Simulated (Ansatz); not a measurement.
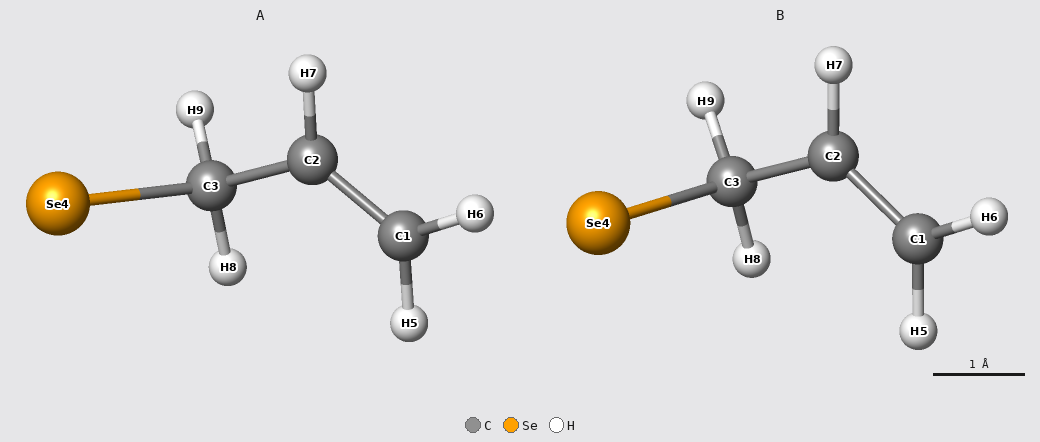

Two geometries of C3H5Se (multiplicity 2), drawn at one scale. One is the start of a relaxation, the other its converged end. The picture is a ball-and-stick view, seen at a tilt.

Method: UKS PBE0-D4/def2-TZVP (Ansatz). (force threshold 0.005 eV/Å; at most 150 steps)

**Which of the two is the end point?**

Structure A is the relaxed one. The start comes from PBE-D4/def2-SVP. After 13 accepted moves (15 points after the start) the energy has fallen by 5.40 kJ/mol. The largest force component goes from 0.65 to 0.0023 eV/Å. The line search rejected the trial steps at points 9, 11 of the run. The atom that moves furthest after the best rigid fit is Se4 (0.36 Å). Largest moves by element: Se 0.36 Å, H 0.20 Å, C 0.10 Å. Some distances before and after: C1–C2 1.353 → 1.327 Å, C3–Se4 1.975 → 1.953 Å, C1–H6 1.101 → 1.083 Å, C3–H8 1.107 → 1.090 Å. Among the angles between lasting bonds that change: C2–C3–Se4 101.4° → 110.7°, Se4–C3–H9 108.7° → 103.9°.
